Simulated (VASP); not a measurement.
Band structure of Ni2YbP2 (space group I4/mmm). Level of theory: PBEsol GGA, VASP's PBE PAW potentials (set 64) (plane waves; VASP).

The 4f electrons are frozen in the core of the lanthanide potential, so 4f levels, which can set the real gap, and their magnetism are missing.

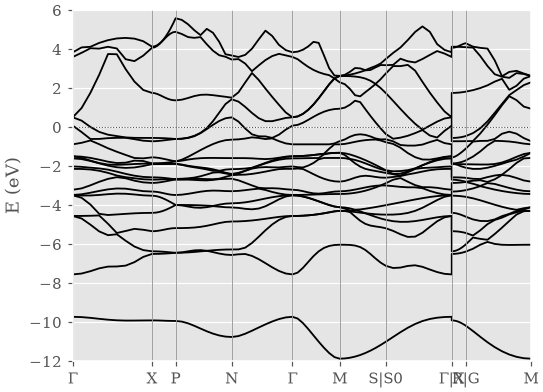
Figure: Bands along high-symmetry lines, zero at the valence-band maximum or, without a gap, the Fermi level

Problem. Read the plot: is there a gap, and where are the band edges?

Solution. It has no gap at this level: it comes out as a metal or semimetal. (Edges off the drawn lines would not show.)

The structure comes from a computed database's Ni2YbP2 entry (I4/mmm); how it stands against other phases isn't given here. It was relaxed first. The run is not spin-polarised, so no magnetic state was tried.
